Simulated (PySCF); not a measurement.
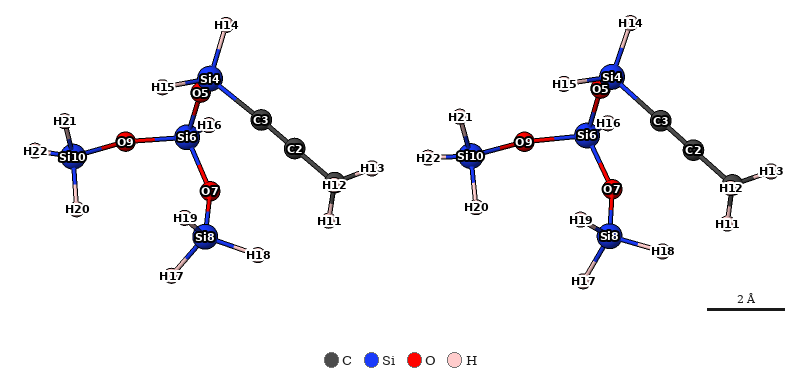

Two geometries of C₃H₁₂O₃Si₄, drawn at one scale. One is the start of a relaxation, the other its converged end. Style: ball-and-stick. Shown at a tilt.

Level of theory: PySCF 2.14.0, density-fitted response routines, PBE0-D3(BJ)/def2-SVP geometry optimisation, gas phase. 

Which one is relaxed?

Answer. The right one is the relaxed one. The start comes from GFN2-xTB. An H atom moves most after the best rigid fit: 0.34 Å. By element the largest moves are H 0.34 Å, O 0.13 Å, Si 0.12 Å, C 0.09 Å. Some distances before and after: O–Si 1.619 → 1.659 Å, O–Si 1.607 → 1.646 Å, H–Si 1.441 → 1.471 Å, H–Si 1.465 → 1.495 Å. Among the angles between lasting bonds that change: O–Si–H 102.1° → 108.5°, O–Si–H 103.0° → 109.3°, H–Si–H 114.4° → 110.3°. The energy falls by 0.378 eV in 7 geometry steps. The run took of the order of 10 core-minutes on a shared host.
